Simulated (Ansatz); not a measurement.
## TcSn (hypothetical, Pm-3m): phonons against volume

Aim: how the vibrations of TcSn (hypothetical) shift with volume, and the expansion that follows. The crystal structure is hypothetical: it was made by swapping elements on a known structure type.

Program: Ansatz 0.2.0. Level of theory: DFT PBEsol, scalar-relativistic, plane waves, PAW. Results are calculated unless marked as measured.

### 1. Starting point

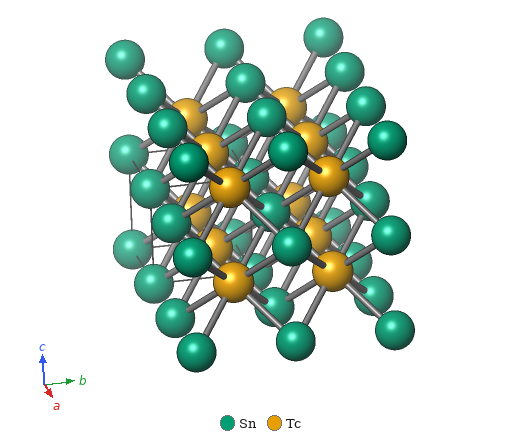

Start, viewed slightly off an axis; tin teal, technetium orange. 3×2×2 cells are drawn. Some periodic images of atoms are drawn too.

### 2. A first coarse run

A cheap single point shows whether the cell is a metal or an insulator and how far it is from rest; that sets the k-mesh and the occupations of what follows.

Input file input.yaml:

```yaml
crystal:
  lattice:
    - [2.95821, 0.0, 0.0]
    - [0.0, 2.95821, 0.0]
    - [0.0, 0.0, 2.95821]
  atoms:
    - { symbol: Sn, position: [0.0, 0.0, 0.0] }
    - { symbol: Tc, position: [0.5, 0.5, 0.5] }
kpoints:
  mp_grid: { grid: [6, 6, 6] }
hamiltonian:
  xc: pbesol
scf:
  occupations: { method: gaussian, width: 0.1 }
output:
  forces: true
  stress: true
  eigenvalues: true
```

On the command line:

```bash
$ ansatz run input.yaml --threads 4 --pin off --max-ram 8192MiB --backend cpu --events-out ev --progress --plain --runs-dir out
```

Numbers of over 12 decimals in the logs are rounded to 6 here.

Log:

```text
Engine: ansatz 0.2.0, aarch64-unknown-linux-gnu
Pseudopotentials: kind: paw
Pseudopotential: Sn, paw, valence charge 14, recommended cutoff 420 eV (normal), Sn.paw.azcp
Pseudopotential: Tc, paw, valence charge 15, recommended cutoff 500 eV (normal), Tc.paw.azcp
Functional definition: PBEsol
  exchange = pbesol_x
  correlation = pbesol_c
Crystal: 2 atoms, lattice volume = 25.887 Å³
Basis set: ecut = 500 eV, 691 PW (Γ), exchange–correlation on 48×48×48 points (8 copies of the dense FFT grid, shifted against one another)
Bands: 19, of which v1, the nominal top of the filled ones, is band 15 counted from 1 (14 counted from 0)
Symmetry: 48 space group operations
Space group: Pm-3m (ITA 221), of the structure as read, at distance tolerance 3.0e-5 Å
k-points: 20 of 216
Non-local potential: Sn, projectors of the file, l = 0: 2, l = 1: 2, l = 2: 2, l = 3: 2
Non-local potential: Tc, projectors of the file, l = 0: 3, l = 1: 3, l = 2: 2, l = 3: 2
PAW form: soft (Blöchl's): semilocal exchange-correlation on the pseudo side does not see the compensation charge
PAW frozen core: Sn, regenerated for the run's functional, and the local potential with it (the file was generated under x = pbe(κ = 0.804, μ = 0.219515), c = pbe(β = 0.066725))
PAW frozen core: Tc, regenerated for the run's functional, and the local potential with it (the file was generated under x = pbe(κ = 0.804, μ = 0.219515), c = pbe(β = 0.066725))
PAW one-centre angular grid: Sn, 590 points (default); XC on 64 Gauss nodes
PAW one-centre angular grid: Tc, 590 points (default); XC on 64 Gauss nodes
Initial density: superposition of atomic densities (chi_scale 0.1, normalization cell, long waves kept (reshape's long-wave potential 0.00 eV rms))
Initial wavefunctions: pseudopotential atomic-orbital guess
Functional: x = pbesol(κ = 0.804, μ = 0.123457), c = pbesol(β = 0.046)
SCF iter   1: F=—  HF=-11286.249266 eV  |F-HF|=—  |Δ(HF+E_count)|=         —  Δρ=7.25e-2  dr2=2.31e0  ethr=3.10e-3  ⟨swp⟩=5.2  Hψ=1856  notcnv=0
preconditioner: auto → none  [metal: Δε(μ)=0.060 eV  Ē_g=17.300 eV  σ=0.100 eV  W_gap=0.33  n_scr=6 (ndim 8)  ℏωp=33.4 eV  f_vac=0.000  D(μ)=2.00/eV (n_scr^D=26)  sad-step TF]
SCF iter   2: F=—  HF=-11285.879820 eV  |F-HF|=—  |Δ(HF+E_count)|=   3.69e-1  Δρ=5.36e-2  dr2=1.28e0  ethr=3.10e-3  ⟨swp⟩=2.0  Hψ=634  notcnv=0  defer=4
SCF iter   3: F=—  HF=-11285.496977 eV  |F-HF|=—  |Δ(HF+E_count)|=   3.83e-1  Δρ=1.19e-2  dr2=2.23e-2  ethr=3.10e-3  ⟨swp⟩=2.5  Hψ=579  notcnv=0  defer=4
SCF iter   4: F=—  HF=-11285.486181 eV  |F-HF|=—  |Δ(HF+E_count)|=   1.08e-2  Δρ=1.64e-3  dr2=2.24e-4  ethr=7.70e-5  ⟨swp⟩=2.0  Hψ=798  notcnv=0  defer=5
SCF iter   5: F=—  HF=-11285.485699 eV  |F-HF|=—  |Δ(HF+E_count)|=   4.81e-4  Δρ=3.88e-4  dr2=1.37e-5  ethr=7.72e-7  ⟨swp⟩=2.0  Hψ=631  notcnv=0  defer=5
SCF iter   6: F=—  HF=-11285.485675 eV  |F-HF|=—  |Δ(HF+E_count)|=   2.45e-5  Δρ=1.06e-4  dr2=2.45e-6  ethr=4.71e-8  ⟨swp⟩=2.0  Hψ=574  notcnv=0  defer=5
SCF iter   7: F=-11285.485674 eV  HF=-11285.485674 eV  |F-HF|=1.56e-9  |Δ(HF+E_count)|=   4.03e-7  Δρ=7.72e-6  dr2=3.83e-9  ethr=3.45e-10  ⟨swp⟩=4.8  Hψ=1810  notcnv=0
SCF 1 converged in 7 iterations: F = -11285.485674 eV  dr2 = 3.83e-9
  greatest PAW one-centre occupation: 0.993 electrons in one spin orbital (limit 2), on the Sn atom at site 0 (counted from 0), in its partial waves of l = 2
SCF converged after 7 iterations
Free energy (F): -11285.485674 eV
Harris-Foulkes:  -11285.485674 eV  (|F-HF|=1.56e-9)
Internal energy: -11285.468553 eV  (E = F + TS)
E sigma→0 (E₀):  -11285.477114 eV
Entropy (-TS):   -0.017121 eV (-8.561 meV/atom)
Fermi energy:    25.288421 eV
--- Per-component energies (eV) ---
  E_band       = 108.026269
  E_kinetic    = 840.071872
  E_local      = -1381.596064  (includes V_loc(G=0)·N_el)
  E_nonlocal   = 260.865903
  E_hartree    = 638.339789
  E_xc         = -626.488963
  E_vxc        = -403.705537  (∫ρ·V_xc dr)
  E_paw        = -7290.189536  (= ΣΔE_a)
  E_vpaw       = -484.289194  (= ΣTr[D̂ρ^β])
  E_aug_tail   = -0.000012  (compensation charges beyond the density's cutoff)
  E_ewald      = -3726.983227
  E_core_change = 0.511684  (= ΣΔE_core)
  E_smearing   = -0.017121  (= −TS)
  E_closure    = -0.000000  (closes the sum)
  Σ components = -11285.485674   (vs F -11285.485674, Δ=0.00e0)
--- Forces (eV/Å), atoms counted from 1 ---
  atom   1  Sn    -0.00000000     0.00000000    -0.00000000
  atom   2  Tc     0.00000000    -0.00000000    -0.00000000
  max |Σ_I F_I| component: 1.51e-29 eV/Å
--- Stress (GPa, compression-positive) ---
       88.926959       0.000000       0.000000
        0.000000      88.926959       0.000000
        0.000000       0.000000      88.926959
  P = ⅓ Tr σ = 88.9270 GPa (889.270 kbar)
--- Band table (eV; the first three rows and the last of 20) ---
  k-point 0: bands = [... 11 lower, 21.2549, 25.8379, 25.8379, 25.8379, 29.1721, 29.1721, 29.1721, 38.7386]
  k-point 1: bands = [... 11 lower, 21.2853, 24.5446, 24.5446, 25.7837, 27.6834, 31.0502, 31.0502, 36.5002]
  k-point 2: bands = [... 11 lower, 21.3493, 23.0998, 23.0998, 25.6758, 27.1738, 34.3268, 34.3268, 34.5501]
  k-point 19: bands = [... 11 lower, 18.3825, 23.2651, 27.5736, 27.5736, 30.1356, 30.1356, 30.1356, 33.7732]
```

Run time: 0.39 s. Hardware: 4 threads of Arm Neoverse V2, shared host; peak memory 0.28 GiB.

Numbers from this step:

```yaml
pressure: 88.93 GPa
volume_per_atom: 12.94 Å³
gap_on_the_k_mesh: 0 eV
```

The start is under 89 GPa at this level and looks like a metal on this mesh.

### 3. A loose first relaxation

The start is far from rest, so a relaxation with loose thresholds first brings it near the minimum.

input.yaml, as its differences from that of step 2:

```diff
@@ -18 +18,6 @@
   eigenvalues: true
+relax:
+  adjacent_minimum: "off"
+  f_tol: 0.05
+  max_steps: 80
+  cell: { stress_tol: 0.5 }
```

Log:

```text
[...]
Crystal: 2 atoms, lattice volume = 25.887 Å³
Basis set: ecut = 500 eV, 691 PW (Γ), exchange–correlation on 48×48×48 points (8 copies of the dense FFT grid, shifted against one another)
Bands: 19, of which v1, the nominal top of the filled ones, is band 15 counted from 1 (14 counted from 0)
Symmetry: 48 space group operations
[...]
k-points: 20 of 216
[...]
SCF iter   1: F=—  HF=-11286.249266 eV  |F-HF|=—  |Δ(HF+E_count)|=         —  Δρ=7.25e-2  dr2=2.31e0  ethr=3.10e-3  ⟨swp⟩=5.2  Hψ=1856  notcnv=0
[...]
SCF iter   7: F=-11285.485674 eV  HF=-11285.485674 eV  |F-HF|=1.56e-9  |Δ(HF+E_count)|=   4.03e-7  Δρ=7.72e-6  dr2=3.83e-9  ethr=3.45e-10  ⟨swp⟩=4.8  Hψ=1810  notcnv=0
SCF 1 converged in 7 iterations: F = -11285.485674 eV  dr2 = 3.83e-9
[...]
relax step   1: F+E_penalty+E_count = -11285.48567440 eV  Δ(F+E_penalty+E_count) = +0.000e0 eV  max|allowed force component| = 1.348e-29 eV/Å  Δτ_max = 0.0000 Å  P = +88.927 GPa  Ω = 25.887 Å³  (7 SCF iters, dr2 threshold 1.00e-7 eV, accepted)
Crystal: 2 atoms, lattice volume = 29.861 Å³
Basis set: ecut = 500 eV, 739 PW (Γ), exchange–correlation on 48×48×48 points (8 copies of the dense FFT grid, shifted against one another)
[...]
iter 1 solved again at ethr=4.30e-4 eV; its pass at ethr=3.10e-3 eV (dr2=1.25e-1 eV) is discarded
[...]
SCF iter   6: F=-11286.846988 eV  HF=-11286.846988 eV  |F-HF|=1.20e-9  |Δ(HF+E_count)|=   1.01e-7  Δρ=4.76e-6  dr2=2.37e-9  ethr=6.90e-10  ⟨swp⟩=5.2  Hψ=1569  notcnv=0
SCF 2 converged in 6 iterations: F = -11286.846988 eV  dr2 = 2.37e-9
[...]
relax step   2: F+E_penalty+E_count = -11286.84698823 eV  Δ(F+E_penalty+E_count) = -1.361e0 eV  max|allowed force component| = 1.874e-30 eV/Å  Δτ_max = 0.0000 Å  P = +27.789 GPa  Ω = 29.861 Å³  energy of the carried Pulay correction = -9.599e-4 eV  (6 SCF iters, dr2 threshold 2.00e-7 eV, accepted)
Crystal: 2 atoms, lattice volume = 32.095 Å³
Basis set: ecut = 500 eV, 799 PW (Γ), exchange–correlation on 48×48×48 points (8 copies of the dense FFT grid, shifted against one another)
[...]
SCF iter   6: F=-11287.084656 eV  HF=-11287.084656 eV  |F-HF|=2.47e-10  |Δ(HF+E_count)|=  6.46e-10  Δρ=1.51e-6  dr2=3.79e-10  ethr=6.87e-11  ⟨swp⟩=2.2  Hψ=1386  notcnv=0
SCF 3 converged in 6 iterations: F = -11287.084656 eV  dr2 = 3.79e-10
relax step   3: F+E_penalty+E_count = -11287.08465628 eV  Δ(F+E_penalty+E_count) = -2.377e-1 eV  max|allowed force component| = 4.503e-30 eV/Å  Δτ_max = 0.0000 Å  P = +7.584 GPa  Ω = 32.095 Å³  energy of the carried Pulay correction = -1.442e-3 eV  (6 SCF iters, dr2 threshold 2.00e-7 eV, accepted)
[...]
relax step   4: F+E_penalty+E_count = -11287.10964058 eV  Δ(F+E_penalty+E_count) = -2.498e-2 eV  max|allowed force component| = 3.155e-30 eV/Å  Δτ_max = 0.0000 Å  P = -0.337 GPa  Ω = 33.248 Å³  energy of the carried Pulay correction = -1.677e-3 eV  (6 SCF iters, dr2 threshold 2.00e-7 eV, accepted)
[...]
relax step   5: F+E_penalty+E_count = -11287.12837627 eV  Δ(F+E_penalty+E_count) = -1.874e-2 eV  max|allowed force component| = 1.045e-29 eV/Å  Δτ_max = 0.0000 Å  P = +0.779 GPa  Ω = 33.248 Å³  stress off target by 7.79e-1 GPa  SCF on the basis re-selected at this cell (its energy is not comparable with the rows above)  (6 SCF iters)
[...]
relax step   6: F+E_penalty+E_count = -11287.12867563 eV  Δ(F+E_penalty+E_count) = -2.994e-4 eV  max|allowed force component| = 2.156e-29 eV/Å  Δτ_max = 0.0000 Å  P = +0.045 GPa  Ω = 33.373 Å³  energy of the carried Pulay correction = -2.064e-5 eV  (6 SCF iters, dr2 threshold 2.00e-7 eV, accepted)
[...]
SCF iter   6: F=-11287.128690 eV  HF=-11287.128690 eV  |F-HF|=0.00e0  |Δ(HF+E_count)|=    0.00e0  Δρ=3.43e-9  dr2=1.29e-15  ethr=1.00e-12  ⟨swp⟩=1.0  Hψ=840  notcnv=0
SCF 7 converged in 6 iterations: F = -11287.128690 eV  dr2 = 1.29e-15
relax step   7: F+E_penalty+E_count = -11287.12869049 eV  Δ(F+E_penalty+E_count) = -1.486e-5 eV  max|allowed force component| = 3.944e-30 eV/Å  Δτ_max = 0.0000 Å  P = +0.045 GPa  Ω = 33.373 Å³  stress off target by 4.52e-2 GPa  SCF on the basis re-selected at this cell (its energy is not comparable with the rows above)  (6 SCF iters)
[...]
SCF converged after 6 iterations
Free energy (F): -11287.128690 eV
[...]
Internal energy: -11287.110236 eV  (E = F + TS)
E sigma→0 (E₀):  -11287.119463 eV
Entropy (-TS):   -0.018455 eV (-9.227 meV/atom)
Fermi energy:    18.734444 eV
[...]
--- Stress (GPa, compression-positive) ---
        0.045199      -0.000000      -0.000000
       -0.000000       0.045199      -0.000000
       -0.000000      -0.000000       0.045199
  P = ⅓ Tr σ = 0.0452 GPa (0.452 kbar)
--- Band table (eV; the first three rows and the last of 20) ---
  k-point 0: bands = [... 11 lower, 15.9516, 19.1322, 19.1322, 19.1322, 21.8815, 21.8815, 21.8815, 28.3606]
  k-point 1: bands = [... 11 lower, 16.0210, 18.2670, 18.2670, 19.1213, 20.4754, 23.2405, 23.2405, 28.8407]
  k-point 2: bands = [... 11 lower, 16.1687, 17.2637, 17.2637, 19.0993, 20.0746, 25.7678, 25.7678, 27.3720]
  k-point 19: bands = [... 11 lower, 13.6791, 15.7766, 20.3518, 20.3518, 22.5688, 22.5688, 22.5688, 25.1177]
--- Relaxed structure (5 steps of the walk, 5 accepted, 2 SCFs on fresh bases) ---
  F+E_penalty+E_count = -11287.12869049 eV   max|allowed force component| = 3.944e-30 eV/Å   (the final SCF, on the basis selected at the relaxed cell)
  cell:  # Å, volume = 33.3732 Å³
    - [3.219581, 0, 0]
    - [0, 3.219581, 0]
    - [0, 0, 3.219581]
  atoms:
    - { symbol: Sn, position: [0, 0, 0] }
    - { symbol: Tc, position: [0.500000, 0.500000, 0.500000] }
```

Elapsed: 2.1 s, on 4 threads; peak memory 0.31 GiB.

Relaxation path:

```csv
step,energy less that of the first step (eV),largest force component (eV/Å),pressure (GPa),volume (Å³)
1,0.0000,0.0000,88.93,25.89
2,-1.3613,0.0000,27.79,29.86
3,-1.5990,0.0000,7.58,32.10
4,-1.6240,0.0000,-0.34,33.25
5*,-1.6427,0.0000,0.78,33.25
6,-1.6430,0.0000,0.05,33.37
7*,-1.6430,0.0000,0.05,33.37
```

Relaxation steps marked * repeat the geometry before them on a plane-wave basis chosen anew for their cell, so energy and pressure can jump there.

Forces are held to the 48 operations that the run works with; a distortion that breaks them can't arise in this run.

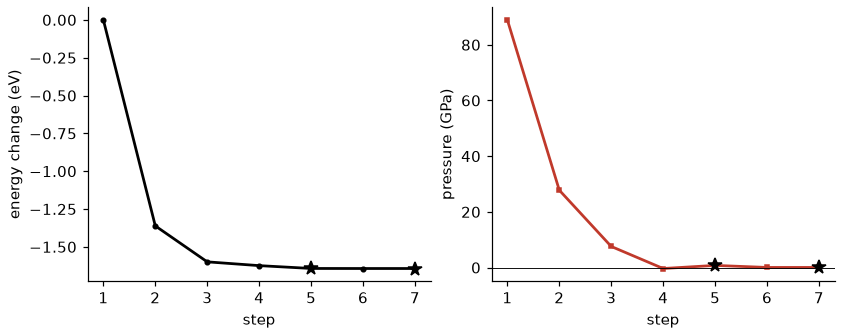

Energy and pressure along the relaxation. Stars mark steps on a basis chosen anew.

```csv
"conventional cell, symmetrised",before,after,change
a (Å),2.958,3.220,+8.8 %
b (Å),2.958,3.220,+8.8 %
c (Å),2.958,3.220,+8.8 %
volume (Å³/atom),12.94,16.69,+28.9 %
```

Final coordinates:

```cif
data_structure
_symmetry_space_group_name_H-M 'P 1'
_symmetry_Int_Tables_number 1
_cell_length_a 3.2196
_cell_length_b 3.2196
_cell_length_c 3.2196
_cell_angle_alpha 90.000
_cell_angle_beta 90.000
_cell_angle_gamma 90.000
_cell_volume 33.37
loop_
_atom_site_label
_atom_site_type_symbol
_atom_site_fract_x
_atom_site_fract_y
_atom_site_fract_z
_atom_site_occupancy
Sn1 Sn 0.00000 0.00000 0.00000 1
Tc2 Tc 0.50000 0.50000 0.50000 1
```

This step gave:

```
pressure        : 0.04520 GPa
volume per atom : 16.69 Å³
```

The relaxation ends with a pressure of 0.05 GPa.

### 4. Finding the static equilibrium

The vibrations must be taken about the equilibrium of this functional, not about the starting cell, so the structure is relaxed.

Input file input.yaml:

```yaml
crystal:
  lattice:
    - [3.2195805926, 0.0, 0.0]
    - [0.0, 3.2195805926, 0.0]
    - [0.0, 0.0, 3.2195805926]
  atoms:
    - { symbol: Sn, position: [0.0, 0.0, 0.0] }
    - { symbol: Tc, position: [0.5, 0.5, 0.5] }
kpoints:
  mp_grid: { grid: [14, 14, 14] }
hamiltonian:
  xc: pbesol
scf:
  occupations: { method: gaussian, width: 0.1 }
output:
  forces: true
  stress: true
  eigenvalues: true
  write_density: true
  write_potential: true
  elf: true
  volumetric_format: npy
relax:
  adjacent_minimum: "off"
  f_tol: 0.005
  max_steps: 80
  cell: { stress_tol: 0.05 }
```

Log:

```text
[...]
Crystal: 2 atoms, lattice volume = 33.373 Å³
Basis set: ecut = 500 eV, 847 PW (Γ), exchange–correlation on 48×48×48 points (8 copies of the dense FFT grid, shifted against one another)
Bands: 19, of which v1, the nominal top of the filled ones, is band 15 counted from 1 (14 counted from 0)
Symmetry: 48 space group operations
[...]
k-points: 120 of 2744
[...]
SCF iter   1: F=—  HF=-11287.746559 eV  |F-HF|=—  |Δ(HF+E_count)|=         —  Δρ=5.76e-2  dr2=2.05e0  ethr=3.10e-3  ⟨swp⟩=5.1  Hψ=10562  notcnv=0
[...]
SCF iter   7: F=-11287.161555 eV  HF=-11287.161555 eV  |F-HF|=4.85e-9  |Δ(HF+E_count)|=   3.09e-8  Δρ=3.92e-6  dr2=5.90e-9  ethr=3.45e-10  ⟨swp⟩=7.0  Hψ=14095  notcnv=0
SCF 1 converged in 7 iterations: F = -11287.161555 eV  dr2 = 5.90e-9
[...]
relax step   1: F+E_penalty+E_count = -11287.16155469 eV  Δ(F+E_penalty+E_count) = +0.000e0 eV  max|allowed force component| = 1.946e-29 eV/Å  Δτ_max = 0.0000 Å  P = +0.379 GPa  Ω = 33.373 Å³  (7 SCF iters, dr2 threshold 1.00e-7 eV, accepted)
Crystal: 2 atoms, lattice volume = 33.571 Å³
[...]
SCF iter   6: F=-11287.161306 eV  HF=-11287.161306 eV  |F-HF|=5.46e-12  |Δ(HF+E_count)|=  7.28e-12  Δρ=6.51e-8  dr2=1.42e-12  ethr=1.00e-12  ⟨swp⟩=4.5  Hψ=9330  notcnv=0
SCF 2 converged in 6 iterations: F = -11287.161306 eV  dr2 = 1.42e-12
relax step   2: F+E_penalty+E_count = -11287.16130559 eV  Δ(F+E_penalty+E_count) = +2.491e-4 eV  max|allowed force component| = 5.588e-31 eV/Å  Δτ_max = 0.0000 Å  P = -0.725 GPa  Ω = 33.571 Å³  energy of the carried Pulay correction = -3.170e-5 eV  (6 SCF iters, dr2 threshold 2.00e-7 eV, rejected (line search))
Crystal: 2 atoms, lattice volume = 33.441 Å³
[...]
SCF iter   6: F=-11287.161623 eV  HF=-11287.161623 eV  |F-HF|=1.82e-12  |Δ(HF+E_count)|=  3.64e-12  Δρ=4.10e-8  dr2=5.47e-13  ethr=1.00e-12  ⟨swp⟩=4.1  Hψ=9216  notcnv=0
SCF 3 converged in 6 iterations: F = -11287.161623 eV  dr2 = 5.47e-13
relax step   3: F+E_penalty+E_count = -11287.16162315 eV  Δ(F+E_penalty+E_count) = -6.846e-5 eV  max|allowed force component| = 7.560e-30 eV/Å  Δτ_max = 0.0000 Å  P = -0.003 GPa  Ω = 33.441 Å³  energy of the carried Pulay correction = -1.087e-5 eV  (6 SCF iters, accepted)
[...]
SCF iter   7: F=-11287.161636 eV  HF=-11287.161636 eV  |F-HF|=3.64e-12  |Δ(HF+E_count)|=  3.64e-12  Δρ=1.41e-10  dr2=5.54e-18  ethr=1.00e-12  ⟨swp⟩=2.2  Hψ=5770  notcnv=0
SCF 4 converged in 7 iterations: F = -11287.161636 eV  dr2 = 5.54e-18
relax step   4: F+E_penalty+E_count = -11287.16163578 eV  Δ(F+E_penalty+E_count) = -1.263e-5 eV  max|allowed force component| = 7.560e-30 eV/Å  Δτ_max = 0.0000 Å  P = -0.002 GPa  Ω = 33.441 Å³  stress off target by 2.22e-3 GPa  SCF on the basis re-selected at this cell (its energy is not comparable with the rows above)  (7 SCF iters)
[...]
SCF converged after 7 iterations
Free energy (F): -11287.161636 eV
[...]
Internal energy: -11287.150315 eV  (E = F + TS)
E sigma→0 (E₀):  -11287.155975 eV
Entropy (-TS):   -0.011321 eV (-5.661 meV/atom)
Fermi energy:    18.684958 eV
[...]
--- Stress (GPa, compression-positive) ---
       -0.002216       0.000000      -0.000000
        0.000000      -0.002216      -0.000000
       -0.000000      -0.000000      -0.002216
  P = ⅓ Tr σ = -0.0022 GPa (-0.022 kbar)
--- Band table (eV; the first three rows and the last of 120) ---
  k-point 0: bands = [... 11 lower, 15.8969, 19.0837, 19.0837, 19.0837, 21.8429, 21.8429, 21.8429, 28.2857]
  k-point 1: bands = [... 11 lower, 15.9104, 18.8643, 18.8643, 19.0816, 21.4553, 22.1523, 22.1523, 28.5871]
  k-point 2: bands = [... 11 lower, 15.9486, 18.3936, 18.3936, 19.0756, 20.6719, 22.8946, 22.8946, 28.8898]
  k-point 119: bands = [... 11 lower, 13.6509, 15.7501, 20.2814, 20.2814, 22.5100, 22.5100, 22.5100, 25.0652]
--- Relaxed structure (3 steps of the walk, 2 accepted, 1 SCFs on fresh bases) ---
[...]
cell:  # Å, volume = 33.4409 Å³
    - [3.221757, 0, 0.0]
    - [0.0, 3.221757, 0.0]
    - [0, 0.0, 3.221757]
  atoms:
    - { symbol: Sn, position: [0, 0, 0] }
    - { symbol: Tc, position: [0.5, 0.5, 0.5] }
```

The job ended after 4.7 s (4 threads; peak memory 0.41 GiB; 17 s of CPU time).

Little changed from the start: no atom moved by 0.005 Å and no cell edge by 0.1 %.

This step gave:

```yaml
pressure: -0.002216 GPa
volume_per_atom: 16.72 Å³
```

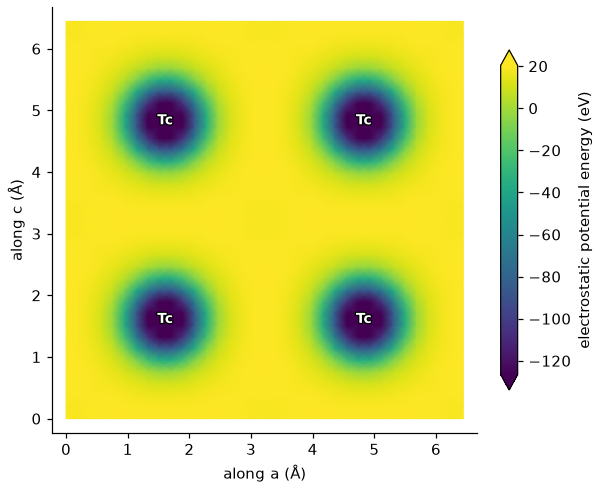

Electrostatic potential energy in the ac plane at fractional y = 0.500, with atoms of Tc within 0.2 Å of it. With pseudopotentials it is smooth inside the atoms' cores, unlike the true potential.

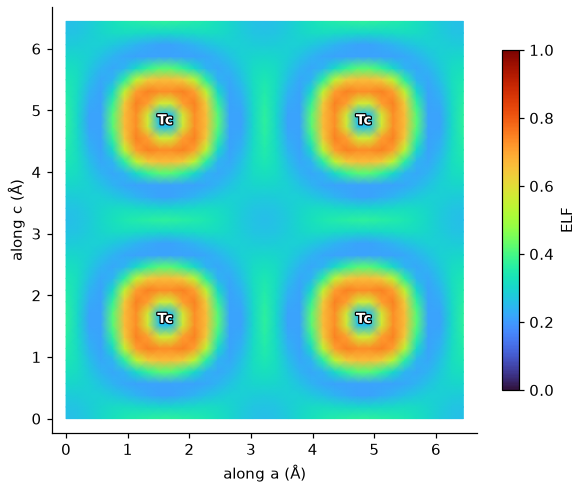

ELF in the ac plane at fractional y = 0.500, with atoms of Tc within 0.2 Å of it. It is the smooth field of the valence electrons, not physical close to the nuclei.

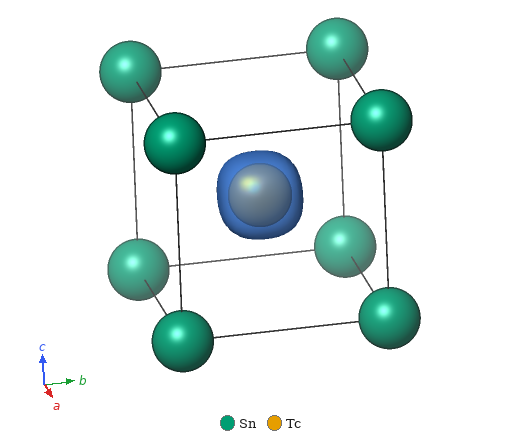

Surface of ELF = 0.68.

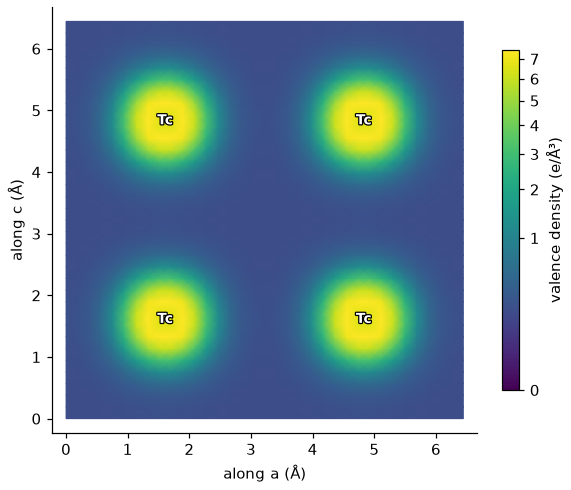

Valence density in the ac plane at fractional y = 0.500, with atoms of Tc within 0.2 Å of it. It is the smooth field of the valence electrons, not physical close to the nuclei. The colour scale is stretched toward low values.

(Continued in part 2 of 4.)

[Logs are printed without paths, hosts, clocks, repeated set-up lines and the standing remarks that a program may print on its own settings, such as how far it seeks lower states.]

[Hosts, paths, dates, database ids (printed as entryN), source tags and the programs' standing remarks are cut or masked in the printed files.]

[A step with changed settings may run another functional than the one named; its input shows which.]

[Of the runs on displaced cells, only some may be shown.]
